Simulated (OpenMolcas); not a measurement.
# C₂H₂O₂: single-point calculation

System: C₂H₂O₂.
Method: APF/ANO-XS-VDZ, RKS, DKH2 (OpenMolcas 26.06).

The geometry comes from this level: GFN2-xTB.

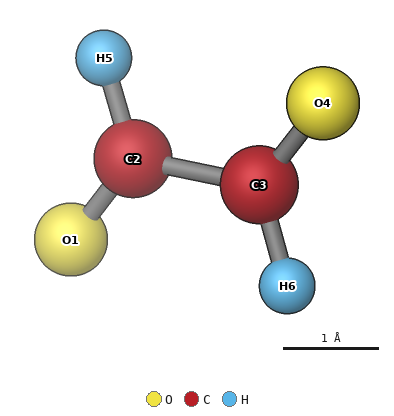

*The structure (ball-and-stick view, seen at a tilt; atoms are numbered from 1 in the order of the input).*

Bond lengths as drawn: C–C 1.52 Å, C–H 1.10 Å and C–O 1.20 Å.

Input file:
```
&GATEWAY
  Coord
  6
  bohr
  O      2.19261143    -0.55238584    -2.36773235
  C      0.99061333     0.60582730    -0.84136276
  C     -0.99220070    -0.60524148     0.83845258
  O     -2.14463128     0.53910107     2.41340703
  H      1.22155676     2.65480064    -0.51933453
  H     -1.26794954    -2.64210168     0.47655113
  Basis
  ANO-XS-VDZ
  Group
  NoSym

&SEWARD
  Relativistic
  R02E00
  GridInput
  Grid=Coarse
  End of Grid

&SCF
  KSDFT
  HYB_GGA_XC_APF
  PrOrbitals
  0
```

Launch command:
```bash
export MOLCAS_MEM=1860
pymolcas job.inp > job.log
```

Log:
```
--- Start Module: gateway ---

                                              &GATEWAY

                       available to each process: 1.9 GB of memory, 1 thread

++    Symmetry information:
      ---------------------

                    Character Table for C1

                             E
                    a        1  x, y, xy, Rz, z, xz, Ry, yz, Rx, I
--

++    Basis set information:
      ----------------------

      Basis set label: O.ANO-XS...3S2P.

      Electronic valence basis set:
      ------------------
      Associated Effective Charge   8.000000 au
      Associated Actual Charge      8.000000 au
      Nuclear Model: Finite nucleus - Gaussian distribution
        Gaussian exponent, Xi/bohr**(-2):  5.86314E+08

      Shell  nPrim  nBasis  Cartesian Spherical Contaminant
         s       8       3        X
         p       4       2        X

      Basis set label: C.ANO-XS...3S2P.

      Electronic valence basis set:
      ------------------
      Associated Effective Charge   6.000000 au
      Associated Actual Charge      6.000000 au
      Nuclear Model: Finite nucleus - Gaussian distribution
        Gaussian exponent, Xi/bohr**(-2):  6.80775E+08

      Shell  nPrim  nBasis  Cartesian Spherical Contaminant
         s       8       3        X
         p       4       2        X

      Basis set label: O.ANO-XS...3S2P.

      Electronic valence basis set:
      ------------------
      Associated Effective Charge   8.000000 au
      Associated Actual Charge      8.000000 au
      Nuclear Model: Finite nucleus - Gaussian distribution
        Gaussian exponent, Xi/bohr**(-2):  5.86314E+08

      Shell  nPrim  nBasis  Cartesian Spherical Contaminant
         s       8       3        X
         p       4       2        X

      Basis set label: H.ANO-XS...2S.

      Electronic valence basis set:
      ------------------
      Associated Effective Charge   1.000000 au
      Associated Actual Charge      1.000000 au
      Nuclear Model: Finite nucleus - Gaussian distribution
        Gaussian exponent, Xi/bohr**(-2):  2.12482E+09

      Shell  nPrim  nBasis  Cartesian Spherical Contaminant
         s       4       2        X
--

++    Molecular structure info:
      -------------------------

                    ************************************************
                    **** Cartesian Coordinates / bohr, angstrom ****
                    ************************************************

     Center  Label                x              y              z                     x              y              z
        1      O1               2.192611      -0.552386      -2.367732              1.160280      -0.292310      -1.252950
        2      C2               0.990613       0.605827      -0.841363              0.524210       0.320590      -0.445230
        3      C3              -0.992201      -0.605241       0.838453             -0.525050      -0.320280       0.443690
        4      O4              -2.144631       0.539101       2.413407             -1.134890       0.285280       1.277120
        5      H5               1.221557       2.654801      -0.519335              0.646420       1.404860      -0.274820
        6      H6              -1.267950      -2.642102       0.476551             -0.670970      -1.398140       0.252180

                    ***************************************
                    *    InterNuclear Distances / bohr    *
                    ***************************************

               1 O1            2 C2            3 C3            4 O4            5 H5            6 H6
    1 O1       0.000000
    2 C2       2.261871        0.000000
    3 C3       4.519452        2.867057        0.000000
    4 O4       6.546931        4.519705        2.262321        0.000000
    5 H5       3.826953        2.086942        4.167995        4.940484        0.000000
    6 H6       4.942908        4.169778        2.087058        3.826230        5.936885        0.000000

                    *******************************************
                    *    InterNuclear Distances / angstrom    *
                    *******************************************

               1 O1            2 C2            3 C3            4 O4            5 H5            6 H6
    1 O1       0.000000
    2 C2       1.196931        0.000000
    3 C3       2.391591        1.517181        0.000000
    4 O4       3.464487        2.391725        1.197169        0.000000
    5 H5       2.025136        1.104362        2.205608        2.614391        0.000000
    6 H6       2.615674        2.206551        1.104423        2.024753        3.141664        0.000000

                    **************************************
                    *    Valence Bond Angles / degree    *
                    **************************************
                          Atom centers                 Phi
                      1 O1       2 C2       3 C3       123.13
                      1 O1       2 C2       5 H5       123.23
                      3 C3       2 C2       5 H5       113.63
                      2 C2       3 C3       4 O4       123.13
                      2 C2       3 C3       6 H6       113.70
                      4 O4       3 C3       6 H6       123.17

           ***************************************************************
           *              Valence Dihedral Angles / degree               *
           ***************************************************************
                    Atom centers                       Phi1     Phi2     Theta
           1 O1       2 C2       3 C3       4 O4        123.13   123.13   177.86
           1 O1       2 C2       3 C3       6 H6        123.13   113.70    -1.95
           5 H5       2 C2       3 C3       6 H6        113.63   113.70   178.17
           4 O4       3 C3       2 C2       5 H5        123.13   113.63    -2.03
--

            Nuclear Potential Energy            102.22723877 au

--- Stop Module: gateway /rc=_RC_ALL_IS_WELL_ ---

--- Start Module: seward ---

                                              &SEWARD

                       available to each process: 1.9 GB of memory, 1 thread

               SEWARD will generate:
                  Multipole Moment integrals up to order  2
                  Kinetic Energy integrals
                  Nuclear Attraction integrals (finite nuclei - Gaussian type)
                  One-Electron Hamiltonian integrals
                  Velocity integrals
                  Relativistic Douglas-Kroll-Hess integrals:
                    - Parametrization         : EXP
                    - DKH order of Hamiltonian: 2
                    - DKH order of Properties : 0
                         - multipole moment operators
                         - electric potential operators
                         - contact operators
                  Orbital angular momentum around (  0.0121  -0.0033   0.0112 )
                  Velocity quadrupole around (  0.0121  -0.0033   0.0112 )
                  Two-Electron Repulsion integrals

                   Integrals are discarded if absolute value <: 1.00E-14
                   Integral cutoff threshold is set to       <: 1.00E-16

            Nuclear Potential Energy            102.22723877 au

      Basis set specifications :
      Symmetry species         a
      Basis functions           40

--- Stop Module: seward /rc=_RC_ALL_IS_WELL_ ---

--- Start Module: scf ---

                                                &SCF

                       available to each process: 1.9 GB of memory, 1 thread

 ###############################################################################
 ###     Minimized-density-differences option turned off!                    ###
 ###############################################################################
++    Input section:
      --------------

      Header of the integral files:

      Cartesian coordinates in angstrom:
      -----------------------------------------------------
      No.  Label        X            Y            Z
      -----------------------------------------------------
       1   O1         1.16028000  -0.29231000  -1.25295000
       2   C2         0.52421000   0.32059000  -0.44523000
       3   C3        -0.52505000  -0.32028000   0.44369000
       4   O4        -1.13489000   0.28528000   1.27712000
       5   H5         0.64642000   1.40486000  -0.27482000
       6   H6        -0.67097000  -1.39814000   0.25218000
      -----------------------------------------------------
      Nuclear repulsion energy =  102.22723877
--

++    Orbital specifications:
      -----------------------

      Symmetry species               1
                                     a
      Frozen orbitals                0
      Occupied orbitals             15
      Secondary orbitals            25
      Deleted orbitals               0
      Total number of orbitals      40
      Number of basis functions     40
--

      Molecular charge                           0.000

      Numerical integration parameters
      --------------------------------
      Radial quadrature type:                         MHL
      Size of radial grid:                            35
      Lebedev angular grid:                           17
      Angular grid pruned with the crowding factor:  9.00E-01
                                 and fading factor:  3.00E+00
      Screening threshold for integral computation:   1.00E-11
      Radial quadrature accuracy:                     1.00E-25
      Maximum batch size:                             128
      AO values are stored on disk
      The same grid will be used for all iterations.

      DFT functional specifications
      -----------------------------
      Using Libxc version: 6.2.2
      Please cite the following reference:
      S. Lehtola, C. Steigemann, M. J.T. Oliveira, and M. A.L. Marques.,  SoftwareX 7, 1–5 (2018) doi:10.1016/j.softx.2017.11.002

      * APF hybrid functional

++    Optimization specifications:
      ----------------------------

      SCF Algorithm: Conventional
      D(i)-D(i-1) density differences are used
      Number of density matrices in core                 5
      Maximum number of NDDO SCF iterations            400
      Maximum number of HF SCF iterations              400
      Threshold for SCF energy change             1.00E-09
      Threshold for density matrix                1.00E-04
      Threshold for Fock matrix                   1.50E-04
      Threshold for linear dependence             1.00E-09
      Threshold at which DIIS is turned on        1.50E-01
      Maximum depth in the DIIS procedure                5
      Maximum depth in the BFGS Hessian update          30
      Threshold at which QNR/C2DIIS is turned on  7.50E-02
      Threshold for Norm(delta) (QNR/C2DIIS)      1.00E-03
      All orbitals punched on: SCFORB
--

      Input vectors read from INPORB
      Orbital file label: *Guess orbitals

++ Convergence information
                                   [...]      iterations: Energy and convergence statistics

Iter     Tot. [...]      One-elec.       Two-elec.     Energy      Max Dij or  Max Fij      DNorm      TNorm      AccCon     Time
         Energy          Energy          Energy        Change      Delta Norm                                                in Sec.
   1  -226.946982929  -530.645338719   201.471117019   0.00E+00    9.46E-01*   2.10E-01*    7.57E+00   8.14E+01   None         0.
   2  -225.495189962  -534.471722634   206.749293902   1.45E+00*   1.94E-01*   1.58E-01*    7.09E+00   8.30E+01   EDIIS        0.
   3  -227.664472612  -535.616525033   205.724813650  -2.17E+00*   2.24E-01*   4.34E-02*    1.72E+00   8.25E+01   EDIIS        0.
   4  -227.643699963  -533.991672956   204.120734221   2.08E-02*   4.37E-02*   2.74E-02*    9.40E-01   8.21E+01   EDIIS        0.
   5  -227.684758513  -533.906139320   203.994142036  -4.11E-02*   3.07E-02*   9.57E-03*    3.34E-01   8.22E+01   c2DIIS       0.
   6  -227.685150329  -534.812834834   204.900445734  -3.92E-04*   3.71E-02*   8.92E-03*    2.43E-01   8.23E+01   QNRc2DIIS    0.
   7  -227.684398214  -534.016363821   204.104726836   7.52E-04*   2.39E-02*   1.46E-02*    2.55E-01   8.22E+01   QNRc2DIIS    0.
   8  -227.685967780  -534.317794233   204.404587682  -1.57E-03*   6.78E-03*   3.44E-03*    1.40E-01   8.22E+01   QNRc2DIIS    0.
   9  -227.686109477  -534.408412653   204.495064405  -1.42E-04*   8.81E-05    4.06E-05     3.42E-02   8.23E+01   QNRc2DIIS    0.
  10  -227.686109493  -534.408464207   204.495115943  -1.64E-08*   5.91E-05    1.00E-05     1.19E-03   8.23E+01   QNRc2DIIS    0.
  11  -227.686109494  -534.408280301   204.494932037  -2.79E-10    2.33E-05    1.57E-05     6.88E-04   8.23E+01   QNRc2DIIS    0.

       Convergence after  11 Iterations
--

 *****************************************************************************************************************************
 *                                             SCF/KS-DFT Program, Final results                                             *
 *                                                       Final Results                                                       *
 *****************************************************************************************************************************

::    Total KS-DFT energy                            -227.6861094936
      One-electron energy                            -534.4082803008
      Two-electron energy                             204.4949320366
      Nuclear repulsion energy                        102.2272387706
      Kinetic energy (interpolated)                   227.7541596126
      Virial theorem                                    0.9997012124
      Total spin, S(S+1)                                0.0000000000
      Total spin, S                                     0.0000000000
      Max non-diagonal density matrix element           0.0000314545
      Max non-diagonal Fock matrix element              0.0000109565

      No orbitals printed

++    Molecular charges:
      ------------------

      Mulliken charges per centre
      ---------------------------

                O1      C2      C3      O4      H5      H6
      Total    8.2220  5.9464  5.9465  8.2222  0.8315  0.8315

      N-E     -0.2220  0.0536  0.0535 -0.2222  0.1685  0.1685

      Total electronic charge=   30.000000

      Total            charge=   -0.000000
--

++    Static properties:
      ------------------

      LoProp Charges per center

                   O1       C2       C3       O4       H5       H6
      Nuclear      8.0000   6.0000   6.0000   8.0000   1.0000   1.0000
      Electronic  -8.3154  -5.8091  -5.8092  -8.3155  -0.8754  -0.8754

      Total       -0.3154   0.1909   0.1908  -0.3155   0.1246   0.1246
--

++    Natural Bond Order analysis
      ---------------------------
      Based on LoProp computed density
      -------------------------------------------------------------------------------------
      Atom A       Atom B       Bond Order
      -------------------------------------------------------------------------------------
      NBO located      1.000 non-bonded electrons on atom O1
      NBO located      1.000 non-bonded electrons on atom C2
      NBO located      1.000 non-bonded electrons on atom C3
      NBO located      1.000 non-bonded electrons on atom O4
      The remaining   12.535 electrons are to be considered as diffuse
--

++    Molecular properties:
      ---------------------

      Charge (e):
                      =   -0.0000
      Dipole Moment (debye):
      Origin of the operator (angstrom)=    0.0064   -0.0018    0.0060
                   X= -4.9070E-02               Y=  1.3558E-02               Z= -4.8586E-02           Total=  7.0373E-02
      Quadrupole Moment (debye*angstrom):
      Origin of the operator (angstrom)=    0.0064   -0.0018    0.0060
                  XX= -2.5488E+01              XY=  2.1640E+00              XZ=  5.1832E+00              YY= -2.1308E+01
                  YZ= -2.2960E+00              ZZ= -2.7075E+01
      In traceless form (debye*angstrom)
                  XX= -1.2971E+00              XY=  3.2460E+00              XZ=  7.7747E+00              YY=  4.9738E+00
                  YZ= -3.4439E+00              ZZ= -3.6767E+00
--

--- Stop Module: scf /rc=_RC_ALL_IS_WELL_ ---
--- Module scf spent 1 second ---

.##################.
.# Happy landing! #.
.##################.

    Timing: Wall=2.18 User=1.70 System=0.44
```

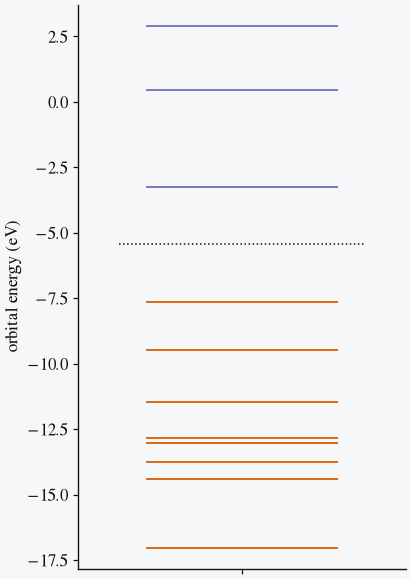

*Orbital energies near the frontier; the dotted line parts filled from empty levels, and levels within 0.02 eV of each other stand side by side.*

Highest filled −7.63 eV, lowest empty −3.25 eV, 4.38 eV apart.

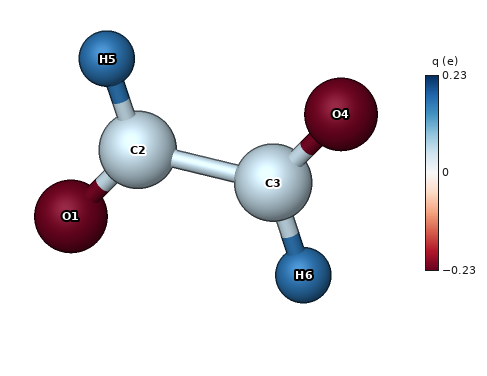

*Mulliken charges, as the colour of each atom (ball-and-stick view, seen at a tilt; atoms are numbered from 1 in the order of the input).*

By element: O −0.22, C +0.05 and H +0.17 e.

Summary:

```tsv
quantity	value
outcome	converged
total energy	−227.686109 hartree
basis functions	40
HOMO	−7.63 eV
LUMO	−3.25 eV
dipole moment	0.07 debye
hardware	1 thread of Arm Neoverse V2, 24 GiB of memory available, shared host
wall time	2.4 s
peak memory	0.38 GiB
```
